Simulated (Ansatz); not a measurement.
**The cluster C₂Ge+ (doublet): single points with varied inputs**

Aim: run the cluster C₂Ge+ (doublet) under a spread of inputs, and see what each costs and gives.

Computed with Ansatz 0.2.0, Gaussian basis. Level: the settings change from run to run.

## (1) The molecule

The geometry comes from an earlier relaxation with r2SCAN-D4 in a triple-zeta def2 set; it is a stationary point.

3 atoms, charge 1, spin multiplicity 2.

Atoms are counted from 1 here; the program's logs count them from 0.

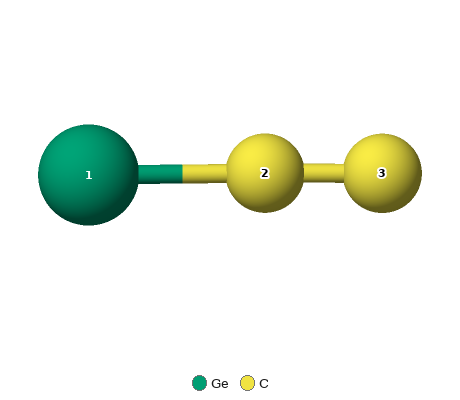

The geometry (germanium teal, carbon yellow); atoms are numbered from 1 in the order of the file.

## (2) BHLYP/def2-mTZVPP

Options: coordinates scaled by 0.96, D4 dispersion.

The input, in.yaml:

```yaml
crystal:
  periodic: [false, false, false]
  atoms:
    - {symbol: Ge, position_ang: [-1.098364, -1.135454, 0.109017]}
    - {symbol: C, position_ang: [0.134510, 0.146665, -0.013843]}
    - {symbol: C, position_ang: [0.963854, 0.988789, -0.095174]}
basis:
  gaussian: {orbitals: def2-mTZVPP}
total_charge: 1
magnetization: {spin_polarized: true, initial_magnetization: 1}
hamiltonian: {xc: {name: BHLYP}, dispersion: d4}
scf: {omitted_lower_state_checks: [starts]}
```

Run with:

```
> ansatz run in.yaml --threads 4 --pin off --events-out ev --progress --plain --max-ram 3916MiB
```

Log:

```text
Functional definition: BHLYP
  name "BHLYP"
  cite "Becke, J. Chem. Phys. 98, 1372 (1993) doi:10.1063/1.464304"
  cite "Becke, Phys. Rev. A 38, 3098 (1988) doi:10.1103/PhysRevA.38.3098"
  cite "Lee, Yang & Parr, Phys. Rev. B 37, 785 (1988) doi:10.1103/PhysRevB.37.785"
  parameter a = 0.5
  exchange = (1 - a)*b88_x + a*exact_x
  correlation = lyp_c
these checks for a lower state are left out or cut short: starts
688 factors; integrals over basis functions are off by at most 1.0e-3 eV
mean field evaluation 1: about -58556.0331 eV, gradient 5.3e1 eV
mean field evaluation 2: about -58412.6826 eV, gradient 1.2e2 eV
mean field evaluation 4: about -58571.7469 eV, gradient 2.8e1 eV
mean field evaluation 8: about -58576.9173 eV, gradient 7.7e-1 eV
mean field evaluation 16: about -58576.9511 eV, gradient 4.4e-3 eV
mean field -58576.95113208 eV, -2152.6632492202 hartree, gradient 8.0e-5 eV, S^2 0.806897; 0 other end points of the search recorded, 0 dependent functions left out
reference -58576.95126770 eV, -2152.6632542042 hartree; 22, 21 occupied and 52, 53 virtual orbitals, 688 factors
Total energy: -58577.03672792 eV, -2152.6663948096 hartree
Checks for a lower state left out: starts
```

It took 0.4 s on 4 threads of AMD EPYC 9R45, shared host.

⟨S²⟩ 0.807.

## (3) rPW86-PBE/cc-pVTZ-DK

This run has density fitting with def2-universal-jkfit, D3(BJ) dispersion.

The input, in.yaml:

```yaml
crystal:
  periodic: [false, false, false]
  atoms:
    - {symbol: Ge, position_ang: [-1.144129, -1.182765, 0.113559]}
    - {symbol: C, position_ang: [0.140114, 0.152776, -0.014419]}
    - {symbol: C, position_ang: [1.004015, 1.029989, -0.099140]}
basis:
  gaussian: {orbitals: cc-pVTZ-DK, fitting: {mean_field: def2-universal-jkfit}}
total_charge: 1
magnetization: {spin_polarized: true, initial_magnetization: 1}
hamiltonian: {xc: {name: rPW86-PBE}, dispersion: d3bj}
output: {forces: true}
```

The command is unchanged.

Log, cut to the lines that bear on the results:

```text
Functional definition: rPW86-PBE
  name "rPW86-PBE"
  cite "Murray, Lee & Langreth, J. Chem. Theory Comput. 5, 2754 (2009) doi:10.1021/ct900365q"
  cite "Perdew, Burke & Ernzerhof, Phys. Rev. Lett. 77, 3865 (1996) doi:10.1103/PhysRevLett.77.3865"
  parent pbe
[...]
416 factors; integrals over basis functions are off by at most 2.9e-1 eV
[...]
mean field -59202.96733008 eV, -2175.6689201680 hartree, gradient 1.7e-5 eV, S^2 0.773407; 5 other end points of the search recorded, 0 dependent functions left out
[...]
reference -59202.96741472 eV, -2175.6689232785 hartree; 22, 21 occupied and 81, 82 virtual orbitals, 416 factors
Total energy: -59203.03279333 eV, -2175.6713258981 hartree
Relativity: scalar
Atom 0 at    -1.144129    -1.182765     0.113559 Å, force    -0.313970    -0.325182     0.031202 eV/Å
Atom 1 at     0.140114     0.152776    -0.014419 Å, force    -0.187382    -0.185871     0.018092 eV/Å
Atom 2 at     1.004015     1.029989    -0.099140 Å, force     0.501351     0.511053    -0.049294 eV/Å
Dipole moment:    -0.018477    -0.021703     0.002002 e Å
```

Run time: 1.8 s. Hardware: 4 threads of AMD EPYC 9R45, shared host.

Largest force 0.718 eV/Å, ⟨S²⟩ 0.773.

## (4) rPW86-PBE/aug-cc-pVDZ

This run has multiplicity 4, relativity set to scalar.

The input, in.yaml:

```yaml
crystal:
  periodic: [false, false, false]
  atoms:
    - {symbol: Ge, position_ang: [-1.144129, -1.182765, 0.113559]}
    - {symbol: C, position_ang: [0.140114, 0.152776, -0.014419]}
    - {symbol: C, position_ang: [1.004015, 1.029989, -0.099140]}
basis:
  gaussian: {orbitals: aug-cc-pVDZ}
total_charge: 1
magnetization: {spin_polarized: true, initial_magnetization: 3}
hamiltonian: {xc: {name: rPW86-PBE}, pseudopotentials: {relativity: scalar}}
```

Same command.

Log, cut to the lines that bear on the results:

```text
Functional definition: rPW86-PBE
  name "rPW86-PBE"
  cite "Murray, Lee & Langreth, J. Chem. Theory Comput. 5, 2754 (2009) doi:10.1021/ct900365q"
  cite "Perdew, Burke & Ernzerhof, Phys. Rev. Lett. 77, 3865 (1996) doi:10.1103/PhysRevLett.77.3865"
  parent pbe
[...]
877 factors; their error is unknown
[...]
mean field -59067.84402751 eV, -2170.7032303885 hartree, gradient 5.1e-6 eV, S^2 3.759229; 6 other end points of the search recorded, 0 dependent functions left out
reference -59067.84413448 eV, -2170.7032343196 hartree; 23, 20 occupied and 59, 62 virtual orbitals, 877 factors
Total energy: -59067.84413448 eV, -2170.7032343196 hartree
Relativity: scalar
```

Wall time 25 s (4 threads of AMD EPYC 9R45, shared host).

⟨S²⟩ 3.759.

## (5) revPBE0/ANO-RCC-VTZP

Set apart from the defaults: D3(BJ) dispersion, relativity set to scalar.

The input, in.yaml:

```yaml
crystal:
  periodic: [false, false, false]
  atoms:
    - {symbol: Ge, position_ang: [-1.144129, -1.182765, 0.113559]}
    - {symbol: C, position_ang: [0.140114, 0.152776, -0.014419]}
    - {symbol: C, position_ang: [1.004015, 1.029989, -0.099140]}
basis:
  gaussian: {orbitals: ANO-RCC-VTZP}
total_charge: 1
magnetization: {spin_polarized: true, initial_magnetization: 1}
hamiltonian: {xc: {name: revPBE0}, dispersion: d3bj, pseudopotentials: {relativity: scalar}}
scf: {omitted_lower_state_checks: [starts]}
output: {forces: true}
```

Launched as before.

Log, cut to the lines that bear on the results:

```text
Functional definition: revPBE0
  name "revPBE0"
  cite "Zhang & Yang, Phys. Rev. Lett. 80, 890 (1998) doi:10.1103/PhysRevLett.80.890"
  cite "Adamo & Barone, J. Chem. Phys. 110, 6158 (1999) doi:10.1063/1.478522"
  cite "Perdew, Burke & Ernzerhof, Phys. Rev. Lett. 77, 3865 (1996) doi:10.1103/PhysRevLett.77.3865"
[...]
658 factors; integrals over basis functions are off by at most 7.7e-4 eV
[...]
mean field -59168.86951753 eV, -2174.4158486690 hartree, gradient 6.4e-5 eV, S^2 0.823214; 0 other end points of the search recorded, 0 dependent functions left out
[...]
reference -59168.86955680 eV, -2174.4158501120 hartree; 22, 21 occupied and 81, 82 virtual orbitals, 658 factors
Total energy: -59169.01359067 eV, -2174.4211432592 hartree
Relativity: scalar
Atom 0 at    -1.144129    -1.182765     0.113559 Å, force    -0.120692    -0.124400     0.011955 eV/Å
Atom 1 at     0.140114     0.152776    -0.014419 Å, force     0.417784     0.424396    -0.040982 eV/Å
Atom 2 at     1.004015     1.029989    -0.099140 Å, force    -0.297092    -0.299996     0.029027 eV/Å
Dipole moment:    -0.000285    -0.003145     0.000212 e Å
Checks for a lower state left out: starts
```

It took 2.1 s on 4 threads of AMD EPYC 9R45, shared host.

Largest force 0.597 eV/Å, ⟨S²⟩ 0.823.

## (6) All runs side by side

```
                level  charge  multiplicity  geometry  functions  energy (eV)   time
    BHLYP/def2-mTZVPP       1             2    scaled         74   -58577.037  0.4 s
 rPW86-PBE/cc-pVTZ-DK       1             2   relaxed        103   -59203.033  1.8 s
rPW86-PBE/aug-cc-pVDZ       1             4   relaxed         82   -59067.844   25 s
 revPBE0/ANO-RCC-VTZP       1             2   relaxed        103   -59169.014  2.1 s
```

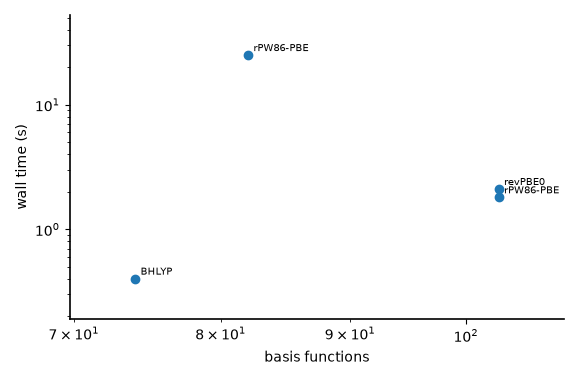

Wall time against the number of basis functions (shared host).

## (7) What came out

```
                                         quantity                        value
                                             runs                            4
                                         quickest     BHLYP/def2-mTZVPP, 0.4 s
                                          slowest  rPW86-PBE/aug-cc-pVDZ, 25 s
spread of total energies, same state and geometry                      34.0 eV
```

rPW86-PBE/aug-cc-pVDZ took 63 times as long as BHLYP/def2-mTZVPP. The jobs differ in tasks and options as well as level. Total energies at one charge and spin differ by 34 eV between levels, so only differences within one level mean anything. At the r2SCAN-D4/def2-TZVP geometry and in the same state, the sound runs without point charges leave forces up to 0.72 eV/Å (rPW86-PBE/cc-pVTZ-DK).
